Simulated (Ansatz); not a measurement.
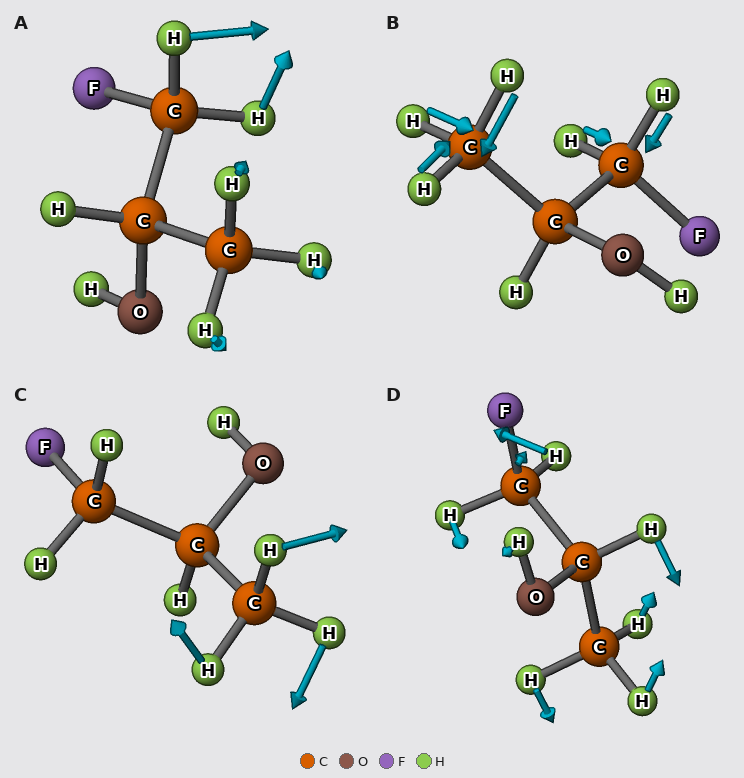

4 normal modes of one molecule or complex, as arrows. Harmonic vibrations computed with RKS PBE0-D4/def2-TZVP (Ansatz 0.2.0) at a stationary point of the same level.

Match the panels to the wavenumbers 213 cm⁻¹, 942 cm⁻¹, 1488 cm⁻¹, 3060 cm⁻¹.

Answer. A: 1488 cm⁻¹, H–C–H bending
B: 3060 cm⁻¹, in-phase stretching of 5 C–H bonds
C: 213 cm⁻¹, a torsion or out-of-plane motion in which bond lengths and bond angles hardly change
D: 942 cm⁻¹, C–C–H bending
